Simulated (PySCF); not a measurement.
Consider C$_{2}$H$_{10}$O$_{2}$Si$_{2}$.

```xyz
16

C     0.1549   -1.9794    0.1350
C     0.5144   -0.5341    0.4555
O    -0.5333    0.1473    1.0428
Si   -2.0107    0.4876    0.4529
O     0.9318    0.0854   -0.7085
Si    1.5323    1.5883   -0.8792
H    -0.6018   -1.9899   -0.6450
H     1.0392   -2.5032   -0.2161
H    -0.2317   -2.4642    1.0266
H     1.3363   -0.5102    1.1932
H    -2.4624    1.3707    1.5174
H    -2.8262   -0.7274    0.3403
H    -1.9635    1.1305   -0.8603
H     0.5754    2.6260   -0.4953
H     2.7410    1.7420   -0.0623
H     1.7967    1.5396   -2.3084
```

Geometry: GFN2-xTB.

These are results of CAM-B3LYP/def2-SVPD, SCF density, gas phase (PySCF), not measurements.

**Predict the electron density and electron localisation function between the atoms.**

C–O (1.38 Å): ρ is about 2.2 e/Å³ halfway, with its minimum of 1.8 e/Å³ about 0.5 Å from C; the ELF peaks at about 0.90 between the atoms, as expected for a shared but strongly polarised pair.
C–C (1.52 Å): the density is about 1.7 e/Å³ at the midpoint; the ELF peaks at about 1 between the atoms; a shared electron pair.
Si–O (1.63 Å): ρ is about 1.1 e/Å³ halfway; the ELF peaks at about 0.90 between the atoms (a short, strongly polar bond).
C–H (1.09 Å): the density is about 2 e/Å³ at the midpoint; the ELF climbs to about 1 towards the hydrogen, as it does in any bond to H: a covalent bond by its length.

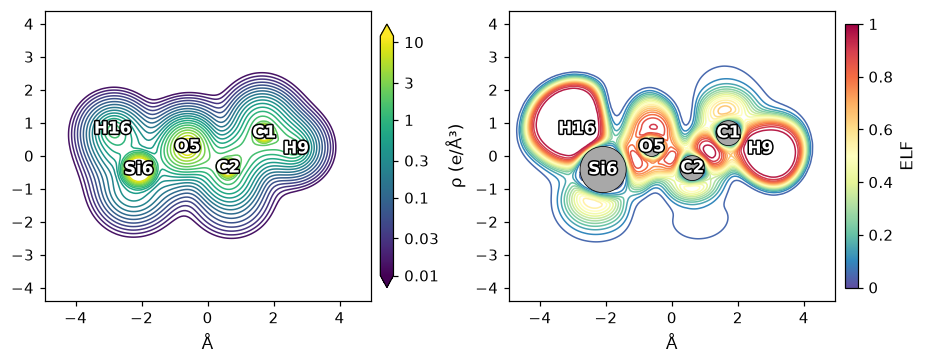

Computed electron density and electron localisation function on the plane of atoms C1, C2 and O5, in this order. Grey discs cover the atomic cores in the ELF map. 
